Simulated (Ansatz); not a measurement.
# HCl+ (doublet): PBE, r2SCAN, PBE0, B3LYP, wB97M-V, B2PLYP, RPA-PBE over vertical gaps between states, cc-pVDZ, part 2 of 2

Ansatz 0.2.0, Gaussian basis; cc-pVDZ, all electrons in the functionals, frozen cores in the correlation of double hybrids and RPA.

### 12 B2PLYP, charge 1, doublet

Input file in.yaml:

```yaml
crystal:
  periodic: [false, false, false]
  atoms:
    - {symbol: Cl, position_ang: [0.000000, 0.000000, 0.000000]}
    - {symbol: H, position_ang: [0.000000, 0.000000, 1.321200]}
basis:
  gaussian: {orbitals: cc-pVDZ}
total_charge: 1
magnetization: {spin_polarized: true, initial_magnetization: 1}
hamiltonian: {xc: {name: B2PLYP}}
correlation: {electrons: outside_noble_gas}
```

Launch:

```bash
> ansatz run in.yaml --threads 1 --pin off --events-out ev --progress --plain --max-ram 2393MiB
```

The program printed:

```text
Functional definition: B2PLYP
  name "B2PLYP"
  cite "Grimme, J. Chem. Phys. 124, 034108 (2006) doi:10.1063/1.2148954"
  cite "Becke, Phys. Rev. A 38, 3098 (1988) doi:10.1103/PhysRevA.38.3098"
  cite "Lee, Yang & Parr, Phys. Rev. B 37, 785 (1988) doi:10.1103/PhysRevB.37.785"
  parameter a = 0.53
  parameter c = 0.27
  exchange = (1 - a)*b88_x + a*exact_x
  correlation = (1 - c)*lyp_c + c*(mp2_os + mp2_ss)
240 factors; integrals over basis functions are off by at most 7.5e-4 eV
mean field evaluation 1: about -12521.0213 eV, gradient 9.9e0 eV
mean field evaluation 2: about -12521.0459 eV, gradient 9.7e0 eV
mean field evaluation 4: about -12521.5819 eV, gradient 4.4e-1 eV
mean field evaluation 8: about -12521.5842 eV, gradient 3.8e-3 eV
mean field evaluation 16: about -12521.5842 eV, gradient 6.4e-6 eV
mean field -12521.58418870 eV, -460.1597315001 hartree, gradient 6.4e-6 eV, S^2 0.754256; 0 other end points of the search recorded, 0 dependent functions left out
5 core orbitals not correlated: weight in the atoms' cores, before any rotation towards them, 1.000 or more for the frozen orbitals, at most 0.000 for the correlated occupied ones
reference -12521.58427077 eV, -460.1597345163 hartree; 4, 3 occupied and 14, 15 virtual orbitals, 240 factors
second order -3.88932817 eV of doubles, -0.00000000 eV of singles
Total energy: -12522.63438938 eV, -460.1983256633 hartree
```

It took 0.36 s on 1 thread of Intel Xeon at 2.60GHz, shared host.

From the report: ⟨S²⟩ of the determinant 0.754 (pure doublet: 0.75).

### 13 B2PLYP, charge 1, quartet

Edit in.yaml of step 12 so:

```diff
@@ -8,3 +8,3 @@
 total_charge: 1
-magnetization: {spin_polarized: true, initial_magnetization: 1}
+magnetization: {spin_polarized: true, initial_magnetization: 3}
 hamiltonian: {xc: {name: B2PLYP}}
```

Launched as before.

The program printed:

```text
Functional definition: B2PLYP
  name "B2PLYP"
  cite "Grimme, J. Chem. Phys. 124, 034108 (2006) doi:10.1063/1.2148954"
  cite "Becke, Phys. Rev. A 38, 3098 (1988) doi:10.1103/PhysRevA.38.3098"
  cite "Lee, Yang & Parr, Phys. Rev. B 37, 785 (1988) doi:10.1103/PhysRevB.37.785"
  parameter a = 0.53
  parameter c = 0.27
  exchange = (1 - a)*b88_x + a*exact_x
  correlation = (1 - c)*lyp_c + c*(mp2_os + mp2_ss)
240 factors; integrals over basis functions are off by at most 7.5e-4 eV
mean field evaluation 1: about -12512.8205 eV, gradient 6.8e0 eV
mean field evaluation 2: about -12512.8714 eV, gradient 6.8e0 eV
mean field evaluation 4: about -12513.2044 eV, gradient 5.0e-1 eV
mean field evaluation 8: about -12513.2073 eV, gradient 4.5e-3 eV
mean field evaluation 16: about -12513.2073 eV, gradient 5.5e-7 eV
mean field -12513.20726557 eV, -459.8518852531 hartree, gradient 5.5e-7 eV, S^2 3.753364; 0 other end points of the search recorded, 0 dependent functions left out
5 core orbitals not correlated: weight in the atoms' cores, before any rotation towards them, 1.000 or more for the frozen orbitals, at most 0.000 for the correlated occupied ones
reference -12513.20735328 eV, -459.8518884766 hartree; 5, 2 occupied and 13, 16 virtual orbitals, 240 factors
second order -3.29247443 eV of doubles, -0.00000000 eV of singles
Total energy: -12514.09632138 eV, -459.8845574516 hartree
```

Wall time 0.39 s (1 thread of Intel Xeon at 2.60GHz, shared host).

From the report: ⟨S²⟩ of the determinant 3.753 (pure quartet: 3.75).

From charge 1, doublet: +8.538 eV.

### 14 RPA-PBE, charge 1, doublet

Input file in.yaml:

```yaml
crystal:
  periodic: [false, false, false]
  atoms:
    - {symbol: Cl, position_ang: [0.000000, 0.000000, 0.000000]}
    - {symbol: H, position_ang: [0.000000, 0.000000, 1.321200]}
basis:
  gaussian: {orbitals: cc-pVDZ}
total_charge: 1
magnetization: {spin_polarized: true, initial_magnetization: 1}
hamiltonian: {xc: {name: PBE}}
correlation: {method: rpa, electrons: outside_noble_gas}
```

Same command.

The program printed:

```text
Functional definition: PBE
  name "PBE"
  cite "Perdew, Burke & Ernzerhof, Phys. Rev. Lett. 77, 3865 (1996) doi:10.1103/PhysRevLett.77.3865"
  parent pbe
  parameter kappa = 0.804
  parameter beta = 0.06672455060314922
  exchange = pbe_x(kappa = kappa, mu = beta*pi^2/3)
  correlation = pbe_c(beta = beta)
240 factors; integrals over basis functions are off by at most 7.5e-4 eV
mean field evaluation 1: about -12520.1840 eV, gradient 1.4e1 eV
mean field evaluation 2: about -12520.1823 eV, gradient 1.4e1 eV
mean field evaluation 4: about -12521.3053 eV, gradient 1.3e0 eV
mean field evaluation 8: about -12521.3164 eV, gradient 3.5e-3 eV
mean field evaluation 16: about -12521.1661 eV, gradient 4.7e0 eV
mean field -12521.31644887 eV, -460.1498922429 hartree, gradient 4.2e-7 eV, S^2 0.752300; 2 other end points of the search recorded, 0 dependent functions left out
5 core orbitals not correlated: weight in the atoms' cores, before any rotation towards them, 1.000 or more for the frozen orbitals, at most 0.000 for the correlated occupied ones
reference -12507.95377254 eV, -459.6588229453 hartree; 4, 3 occupied and 14, 15 virtual orbitals, 240 factors
Total energy: -12513.92588061 eV, -459.8782938687 hartree
```

Run time: 0.45 s. Hardware: 1 thread of Intel Xeon at 2.60GHz, shared host.

From the report: ⟨S²⟩ of the determinant 0.752 (pure doublet: 0.75).

### 15 RPA-PBE, charge 1, quartet

Edit in.yaml of step 14 so:

```diff
@@ -8,3 +8,3 @@
 total_charge: 1
-magnetization: {spin_polarized: true, initial_magnetization: 1}
+magnetization: {spin_polarized: true, initial_magnetization: 3}
 hamiltonian: {xc: {name: PBE}}
```

Launched as before.

The program printed:

```text
Functional definition: PBE
  name "PBE"
  cite "Perdew, Burke & Ernzerhof, Phys. Rev. Lett. 77, 3865 (1996) doi:10.1103/PhysRevLett.77.3865"
  parent pbe
  parameter kappa = 0.804
  parameter beta = 0.06672455060314922
  exchange = pbe_x(kappa = kappa, mu = beta*pi^2/3)
  correlation = pbe_c(beta = beta)
240 factors; integrals over basis functions are off by at most 7.5e-4 eV
mean field evaluation 1: about -12512.0306 eV, gradient 1.0e1 eV
mean field evaluation 2: about -12512.0293 eV, gradient 1.0e1 eV
mean field evaluation 4: about -12512.7755 eV, gradient 6.1e-1 eV
mean field evaluation 8: about -12512.7776 eV, gradient 2.6e-3 eV
mean field -12512.77758381 eV, -459.8360947397 hartree, gradient 9.6e-6 eV, S^2 3.751588; 0 other end points of the search recorded, 0 dependent functions left out
5 core orbitals not correlated: weight in the atoms' cores, before any rotation towards them, 1.000 or more for the frozen orbitals, at most 0.000 for the correlated occupied ones
reference -12500.04461644 eV, -459.3681668196 hartree; 5, 2 occupied and 13, 16 virtual orbitals, 240 factors
Total energy: -12505.38306266 eV, -459.5643510997 hartree
```

Wall time 0.33 s (1 thread of Intel Xeon at 2.60GHz, shared host).

From the report: ⟨S²⟩ of the determinant 3.752 (pure quartet: 3.75).

From charge 1, doublet: +8.543 eV.

### 16 The comparison

The yardstick is full CI for this spin, exact in this basis with these frozen cores. It and the other wave-function rows come from earlier runs at the same points. Energies in eV, counted from charge 1, doublet; blanks weren't run or aren't comparable.

```tsv
level	doublet to quartet
FCI	8.393
PBE	8.539
r2SCAN	8.555
PBE0	8.523
B3LYP	8.600
wB97M-V	8.721
B2PLYP	8.538
RPA-PBE	8.543
ROHF	7.917
UHF	7.905
RMP2	8.387
UMP2	8.404
RCCSD	8.376
RCCSD(T)	8.391
UCCSD(T)	8.391
RCCSDT(Q)	8.393
UCCSDT(Q)	8.393
CASSCF valence	8.461
NEVPT2 valence	8.427
MRCISD+Q valence	8.397
```

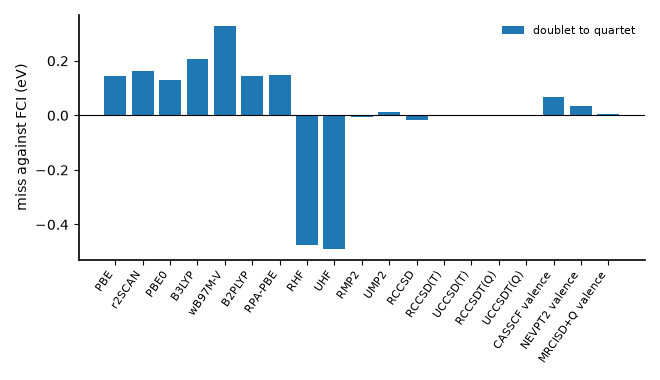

Misses of the gaps against FCI.

Largest miss and mean time a point (FCI took 3.6 s a point; shared hosts):

```tsv
level	largest miss (eV)	where	time a point
PBE	+0.146	doublet to quartet	0.33 s
r2SCAN	+0.161	doublet to quartet	0.75 s
PBE0	+0.130	doublet to quartet	0.41 s
B3LYP	+0.206	doublet to quartet	0.39 s
wB97M-V	+0.327	doublet to quartet	1.3 s
B2PLYP	+0.145	doublet to quartet	0.38 s
RPA-PBE	+0.149	doublet to quartet	0.39 s
ROHF	-0.476	doublet to quartet	
UHF	-0.488	doublet to quartet	
RMP2	-0.006	doublet to quartet	
UMP2	+0.011	doublet to quartet	
RCCSD	-0.017	doublet to quartet	
RCCSD(T)	-0.002	doublet to quartet	0.41 s
UCCSD(T)	-0.003	doublet to quartet	0.41 s
RCCSDT(Q)	0.000	doublet to quartet	1.9 s
UCCSDT(Q)	0.000	doublet to quartet	1.7 s
CASSCF valence	+0.067	doublet to quartet	
NEVPT2 valence	+0.034	doublet to quartet	0.26 s
MRCISD+Q valence	+0.004	doublet to quartet	0.48 s
```

### 17 Summary of results

What follows sums up all 2 parts.

| quantity | value |
| --- | --- |
| doublet to quartet, FCI | 8.393 eV |
| largest miss, PBE | +0.146 eV (doublet to quartet) |
| largest miss, r2SCAN | +0.161 eV (doublet to quartet) |
| largest miss, PBE0 | +0.130 eV (doublet to quartet) |
| largest miss, B3LYP | +0.206 eV (doublet to quartet) |
| largest miss, wB97M-V | +0.327 eV (doublet to quartet) |
| largest miss, B2PLYP | +0.145 eV (doublet to quartet) |
| largest miss, RPA-PBE | +0.149 eV (doublet to quartet) |
| largest miss, RCCSD(T) | -0.002 eV (doublet to quartet) |
| largest miss, UCCSD(T) | -0.003 eV (doublet to quartet) |

Of the functionals, PBE0 keep the smallest largest miss at the points compared (at most 0.130 eV) and wB97M-V strays most (0.327 eV, at doublet to quartet). Functionals and the yardstick converge differently with the basis, so part of each miss in cc-pVDZ is the basis.
